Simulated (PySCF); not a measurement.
# SiO2 (silicon dioxide molecule) at B2PLYP/cc-pVTZ

Aim: the vertical ionisation energy of SiO2 (silicon dioxide molecule) at B2PLYP/cc-pVTZ, from 2 runs. Input form: a Python script.

The results are computed with PySCF 2.14.0.

4 further runs of the same task are left out: 4 set aside as unsound or not needed.

## 1. The system as given

SiO2 has 3 atoms, charge 0, and is taken as a singlet. SMILES: `O=[Si]=O`. The coordinates come from a GFN2-xTB relaxation.

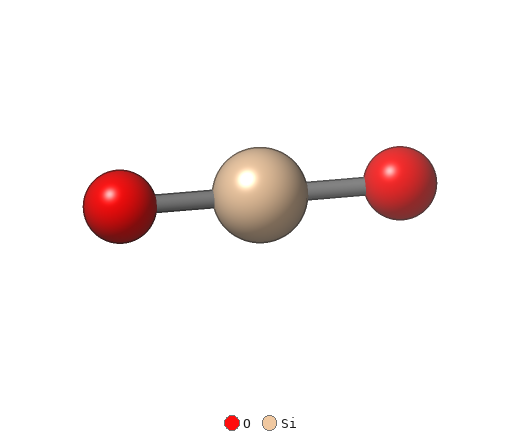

The structure, seen from a chosen angle (oxygen red, silicon light orange).

## 2. A single-point energy at B2PLYP/cc-pVTZ

Input file input.py:

```python
from pyscf import gto, dft, mp

system = gto.Mole()
system.atom = [
    ('O', (0.691230, 1.217290, 0.513740)),
    ('Si', (-0.000730, 0.000440, -0.000160)),
    ('O', (-0.690510, -1.217740, -0.513580)),
]
system.verbose = 4
system.spin = 0
system.charge = 0
system.basis = 'cc-pvtz'
system.max_memory = 1860
system.build()

ks = dft.RKS(system, xc='0.53*HF + 0.47*B88, 0.73*LYP')
ks.grids.level = 5
ks.conv_tol = 1e-10
ks.kernel()
if not ks.converged:
    ks = ks.newton().run(ks.mo_coeff, ks.mo_occ)

pt = mp.MP2(ks, frozen=7).run()
e_final = ks.e_tot + 0.27 * pt.e_corr
print('PT2 part  %.8f' % (0.27 * pt.e_corr))
print('E = %.10f Eh' % e_final)
```

Command:

```sh
$ OMP_NUM_THREADS=1 python input.py
```

The program printed:

```text
PySCF version 2.14.0

[INPUT] num. atoms = 3
[INPUT] num. electrons = 30
[INPUT] charge = 0
[INPUT] spin (= nelec alpha-beta = 2S) = 0
[INPUT] symmetry False subgroup None
[INPUT] Mole.unit = angstrom
[INPUT] Symbol           X                Y                Z      unit          X                Y                Z       unit  Magmom
[INPUT]  1 O      0.691230000000   1.217290000000   0.513740000000 AA    1.306235389083   2.300344714172   0.970827899234 Bohr   0.0
[INPUT]  2 Si    -0.000730000000   0.000440000000  -0.000160000000 AA   -0.001379500071   0.000831479495  -0.000302356180 Bohr   0.0
[INPUT]  3 O     -0.690510000000  -1.217740000000  -0.513580000000 AA   -1.304874786273  -2.301195090928  -0.970525543054 Bohr   0.0

nuclear repulsion = 90.84965725506
number of shells = 27
number of NR pGTOs = 143
number of NR cGTOs = 94
basis = cc-pvtz
ecp = {}

******** <class 'pyscf.dft.rks.RKS'> ********
method = RKS
initial guess = minao
damping factor = 0
level_shift factor = 0
DIIS = <class 'pyscf.scf.diis.CDIIS'>
diis_start_cycle = 1
diis_space = 8
diis_damp = 0
SCF conv_tol = 1e-10
SCF conv_tol_grad = None
SCF max_cycles = 50
direct_scf = True
direct_scf_tol = 1e-13
XC library pyscf.dft.libxc version 7.0.0
    S. Lehtola, C. Steigemann, M. J.T. Oliveira, and M. A.L. Marques.,  SoftwareX 7, 1–5 (2018)
XC functionals = 0.53*HF + 0.47*B88, 0.73*LYP
    A. D. Becke.,  Phys. Rev. A 38, 3098 (1988)
    C. Lee, W. Yang, and R. G. Parr.,  Phys. Rev. B 37, 785 (1988)
    B. Miehlich, A. Savin, H. Stoll, and H. Preuss.,  Chem. Phys. Lett. 157, 200 (1989)
radial grids:
    Treutler-Ahlrichs [JCP 102, 346 (1995); DOI:10.1063/1.469408] (M4) radial grids

becke partition: Becke, JCP 88, 2547 (1988); DOI:10.1063/1.454033
pruning grids: <function nwchem_prune>
grids dens level: 5
symmetrized grids: False
atomic radii adjust function: <function treutler_atomic_radii_adjust>
small_rho_cutoff = 0
Set gradient conv threshold to 1e-05
Initial guess from minao.
tot grids = 129512
init E= -439.812597846629
  HOMO = -0.482064125943112  LUMO = -0.157417117012791  gap/eV = 8.83410
cycle= 1 E= -439.367167586637  delta_E= 0.445  |g|= 1.12  |ddm|= 1.69
  HOMO = -0.271747920150969  LUMO = -0.0532830495399761  gap/eV = 5.94473
cycle= 2 E= -438.977430932777  delta_E= 0.39  |g|= 1.82  |ddm|= 1.23
  HOMO = -0.418524787339292  LUMO = -0.0773649939952179  gap/eV = 9.28343
cycle= 3 E= -439.617124516819  delta_E= -0.64  |g|= 0.0301  |ddm|= 0.74
  HOMO = -0.415864433962801  LUMO = -0.0721450935849965  gap/eV = 9.35308
cycle= 4 E= -439.617418680696  delta_E= -0.000294  |g|= 0.00757  |ddm|= 0.0284
  HOMO = -0.416761875495095  LUMO = -0.0724171101788187  gap/eV = 9.37010
cycle= 5 E= -439.617439182135  delta_E= -2.05e-05  |g|= 0.00171  |ddm|= 0.006
  HOMO = -0.416452976044232  LUMO = -0.0721608469164607  gap/eV = 9.36867
cycle= 6 E= -439.617441312325  delta_E= -2.13e-06  |g|= 0.000749  |ddm|= 0.00231
  HOMO = -0.416476109434026  LUMO = -0.0722698033598963  gap/eV = 9.36633
cycle= 7 E= -439.617441478585  delta_E= -1.66e-07  |g|= 0.000684  |ddm|= 0.000825
  HOMO = -0.416479056178731  LUMO = -0.0722918340500112  gap/eV = 9.36581
cycle= 8 E= -439.617441571215  delta_E= -9.26e-08  |g|= 0.0001  |ddm|= 0.000331
  HOMO = -0.416472068361988  LUMO = -0.0722880058421573  gap/eV = 9.36573
cycle= 9 E= -439.617441573782  delta_E= -2.57e-09  |g|= 1.48e-05  |ddm|= 7.33e-05
  HOMO = -0.416472772132929  LUMO = -0.0722877601061587  gap/eV = 9.36575
cycle= 10 E= -439.617441573822  delta_E= -4.05e-11  |g|= 1.97e-06  |ddm|= 9.98e-06
  HOMO = -0.416473115314351  LUMO = -0.0722879489414616  gap/eV = 9.36576
Extra cycle  E= -439.617441573824  delta_E= -1.59e-12  |g|= 2.34e-06  |ddm|= 2.16e-06
converged SCF energy = -439.617441573824

******** <class 'pyscf.mp.mp2.RMP2'> ********
nocc = 8, nmo = 87
frozen orbitals 7
E(RMP2) = -440.347283133465  E_corr = -0.729841559640854
E(SCS-RMP2) = -440.322965250064  E_corr = -0.705523676239696
E_corr(same-spin) = -0.196484071533841
E_corr(oppo-spin) = -0.533357488107014
PT2 part  -0.19705722
E = -439.8144987949 Eh
```

It took 9 s on 1 thread of Arm Neoverse V2, shared host; peak memory 0.45 GiB.

## 3. The doublet cation, same level

Input file calc.py:

```python
from pyscf import gto, dft, mp

system = gto.M(
    atom=[
    ('O', (0.691230, 1.217290, 0.513740)),
    ('Si', (-0.000730, 0.000440, -0.000160)),
    ('O', (-0.690510, -1.217740, -0.513580)),
],
    verbose=4,
    charge=1,
    basis='cc-pvtz',
    max_memory=1860,
    spin=1,
)

mf = dft.UKS(system)
mf.xc = '0.53*HF + 0.47*B88, 0.73*LYP'
mf.grids.level = 5
mf.conv_tol = 1e-10
mf.kernel()
if not mf.converged:
    mf = mf.newton().run(mf.mo_coeff, mf.mo_occ)

pt = mp.MP2(mf, frozen=7).run()
e_tot = mf.e_tot + 0.27 * pt.e_corr
print('PT2 part  %.8f' % (0.27 * pt.e_corr))
print('Final energy', e_tot)
```

Command:

```sh
$ OMP_NUM_THREADS=1 python calc.py
```

The program printed:

```text
PySCF version 2.14.0

[INPUT] num. atoms = 3
[INPUT] num. electrons = 29
[INPUT] charge = 1
[INPUT] spin (= nelec alpha-beta = 2S) = 1
[INPUT] symmetry False subgroup None
[INPUT] Mole.unit = angstrom
[INPUT] Symbol           X                Y                Z      unit          X                Y                Z       unit  Magmom
[INPUT]  1 O      0.691230000000   1.217290000000   0.513740000000 AA    1.306235389083   2.300344714172   0.970827899234 Bohr   0.0
[INPUT]  2 Si    -0.000730000000   0.000440000000  -0.000160000000 AA   -0.001379500071   0.000831479495  -0.000302356180 Bohr   0.0
[INPUT]  3 O     -0.690510000000  -1.217740000000  -0.513580000000 AA   -1.304874786273  -2.301195090928  -0.970525543054 Bohr   0.0

nuclear repulsion = 90.84965725506
number of shells = 27
number of NR pGTOs = 143
number of NR cGTOs = 94
basis = cc-pvtz
ecp = {}

******** <class 'pyscf.dft.uks.UKS'> ********
method = UKS
initial guess = minao
damping factor = 0
level_shift factor = 0
DIIS = <class 'pyscf.scf.diis.CDIIS'>
diis_start_cycle = 1
diis_space = 8
diis_damp = 0
SCF conv_tol = 1e-10
SCF conv_tol_grad = None
SCF max_cycles = 50
direct_scf = True
direct_scf_tol = 1e-13
number electrons alpha = 15  beta = 14
XC library pyscf.dft.libxc version 7.0.0
    S. Lehtola, C. Steigemann, M. J.T. Oliveira, and M. A.L. Marques.,  SoftwareX 7, 1–5 (2018)
XC functionals = 0.53*HF + 0.47*B88, 0.73*LYP
    A. D. Becke.,  Phys. Rev. A 38, 3098 (1988)
    C. Lee, W. Yang, and R. G. Parr.,  Phys. Rev. B 37, 785 (1988)
    B. Miehlich, A. Savin, H. Stoll, and H. Preuss.,  Chem. Phys. Lett. 157, 200 (1989)
radial grids:
    Treutler-Ahlrichs [JCP 102, 346 (1995); DOI:10.1063/1.469408] (M4) radial grids

becke partition: Becke, JCP 88, 2547 (1988); DOI:10.1063/1.454033
pruning grids: <function nwchem_prune>
grids dens level: 5
symmetrized grids: False
atomic radii adjust function: <function treutler_atomic_radii_adjust>
small_rho_cutoff = 0
Set gradient conv threshold to 1e-05
tot grids = 129512
init E= -439.812597846629
[... the frontier-level lines of each cycle are left out ...]



cycle= 1 E= -439.031016486819  delta_E= 0.782  |g|= 0.51  |ddm|= 1.23
cycle= 2 E= -438.969073976887  delta_E= 0.0619  |g|= 0.72  |ddm|= 0.699
cycle= 3 E= -439.16512943412  delta_E= -0.196  |g|= 0.0495  |ddm|= 0.317
cycle= 4 E= -439.167488640243  delta_E= -0.00236  |g|= 0.0219  |ddm|= 0.0419
cycle= 5 E= -439.168431410476  delta_E= -0.000943  |g|= 0.0101  |ddm|= 0.0325
cycle= 6 E= -439.168624456888  delta_E= -0.000193  |g|= 0.0128  |ddm|= 0.0214
cycle= 7 E= -439.168713326239  delta_E= -8.89e-05  |g|= 0.00236  |ddm|= 0.00861
cycle= 8 E= -439.168723231587  delta_E= -9.91e-06  |g|= 0.000734  |ddm|= 0.00434
cycle= 9 E= -439.168724521453  delta_E= -1.29e-06  |g|= 0.00022  |ddm|= 0.00166
cycle= 10 E= -439.168724624423  delta_E= -1.03e-07  |g|= 4.88e-05  |ddm|= 0.000511
cycle= 11 E= -439.168724629913  delta_E= -5.49e-09  |g|= 2.33e-05  |ddm|= 8.37e-05
cycle= 12 E= -439.168724632414  delta_E= -2.5e-09  |g|= 1.85e-05  |ddm|= 5.7e-05
cycle= 13 E= -439.168724634283  delta_E= -1.87e-09  |g|= 1.7e-05  |ddm|= 5.01e-05
cycle= 14 E= -439.168724637038  delta_E= -2.76e-09  |g|= 1.28e-05  |ddm|= 8.9e-05
cycle= 15 E= -439.168724640404  delta_E= -3.37e-09  |g|= 4.19e-06  |ddm|= 0.000198
cycle= 16 E= -439.168724640691  delta_E= -2.88e-10  |g|= 3.97e-06  |ddm|= 5.98e-05
cycle= 17 E= -439.168724640715  delta_E= -2.38e-11  |g|= 2.62e-06  |ddm|= 7.89e-06
Extra cycle  E= -439.168724640733  delta_E= -1.74e-11  |g|= 2.27e-06  |ddm|= 3.88e-06
converged SCF energy = -439.168724640733  <S^2> = 0.86359299  2S+1 = 2.1105383

******** <class 'pyscf.mp.ump2.UMP2'> ********
nocc = (np.int64(8), np.int64(7)), nmo = (87, 87)
frozen orbitals 7
E(UMP2) = -439.834846741965  E_corr = -0.666122101232136
E(SCS-UMP2) = -439.808822112923  E_corr = -0.640097472190562
E_corr(same-spin) = -0.183748903024617
E_corr(oppo-spin) = -0.482373198207519
PT2 part  -0.17985297
Final energy -439.34857760806534
```

Wall time 24 s (1 thread of Arm Neoverse V2, shared host); peak memory 0.46 GiB.

## 4. Summary of results

At B2PLYP/cc-pVTZ, 7 core orbitals frozen:

```
                                                                quantity          value
                                              singlet SiO2: total energy  -439.81450 Eh
                                  singlet SiO2: dipole moment (SCF part)         0.01 D
                         singlet SiO2: HOMO energy (SCF part's orbitals)      -11.33 eV
                         singlet SiO2: LUMO energy (SCF part's orbitals)       -1.97 eV
                       singlet SiO2: HOMO–LUMO gap (SCF part's orbitals)        9.37 eV
                                            doublet cation: total energy  -439.34858 Eh
doublet cation: HOMO energy (SCF part's orbitals) (highest over α and β)      -18.05 eV
 doublet cation: LUMO energy (SCF part's orbitals) (lowest over α and β)      -13.16 eV
                                                    doublet cation: ⟨S²⟩          0.864
                      vertical ionisation energy (to the doublet cation)      12.678 eV
```

The vertical ionisation energy comes to 12.68 eV (1223 kJ/mol). −ε(HOMO) before ionisation, 11.33 eV, is 1.35 eV below this ionisation energy. ⟨S²⟩ (doublet cation) is 0.86 where a pure doublet has 0.75: the reference is spin-contaminated. Mulliken charges (doublet cation) run from -0.04 on O3 to +1.09 on Si2.
